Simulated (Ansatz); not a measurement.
**A correction line for wB97M-V/def2-TZVPP: vertical ionisation energy**

The vertical ionisation energy (cation less neutral) in eV of 8 molecular compounds of Sn: x at wB97M-V/def2-TZVPP, y at CCSD(T)/def2-TZVPP. Shapes, held fixed at every level: PBE0-D4/def2-TZVP. Flexible molecules stand in one conformer, not always the lowest. Programs: Ansatz 0.2.0.

| molecule | x (eV) | y (eV) |
| --- | --- | --- |
| Sn(CH3)Cl | 8.82 | 8.80 |
| Sn(SH)Cl | 9.58 | 9.51 |
| Sn(NH2)Cl | 9.73 | 9.71 |
| Sn(SH)F | 9.74 | 9.85 |
| Sn(NH2)F | 9.81 | 9.75 |
| CH4O2Sn (SMILES C[O][Sn][OH]) | 9.87 | ? |
| CH3FOSn (SMILES C[O][Sn][F]) | 10.09 | 10.25 |
| SnSi2H6O2 (SMILES [SiH3][O][Sn][O][SiH3]) | 10.43 | 10.44 |

Task: Fit y = c + s·x to the known rows and predict y for CH4O2Sn.

Result: 
1. Means of the 7 rows: x = 9.7429, y = 9.759.
2. Σ(Δx)² = 1.4755, Σ(Δx·Δy) = 1.5637, so the slope is 1.5637/1.4755 = 1.0598.
3. Intercept: 9.759 − (1.0598) × 9.7429 = -0.567. The largest residual of the fit is 0.12.
4. CH4O2Sn: -0.567 + 1.0598 × 9.87 = 9.89 eV.

CCSD(T)/def2-TZVPP gives 10.07 eV, so the prediction is off by -0.18 eV, more than the largest residual. Uncorrected, wB97M-V/def2-TZVPP misses it by -0.20 eV, and the other rows by 0.06 on average. The line removes about 10 % of this miss. Left out in turn, the other rows are missed by 0.09 eV on average, worse than no correction. Cations run unrestricted. For atoms past krypton def2 sets carry core potentials with scalar relativity. Outer-core shells of Sn are correlated, in sets that cover them unevenly.

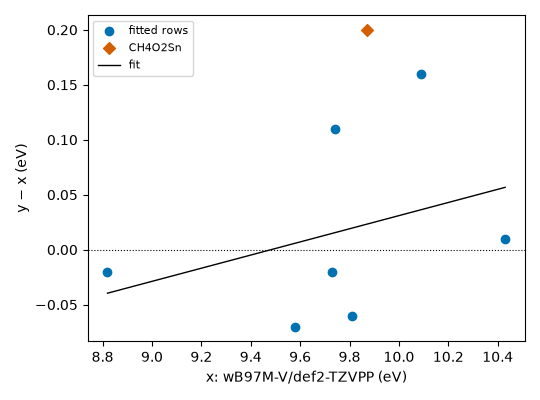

The correction y − x against x, with the fitted line and the withheld molecule.
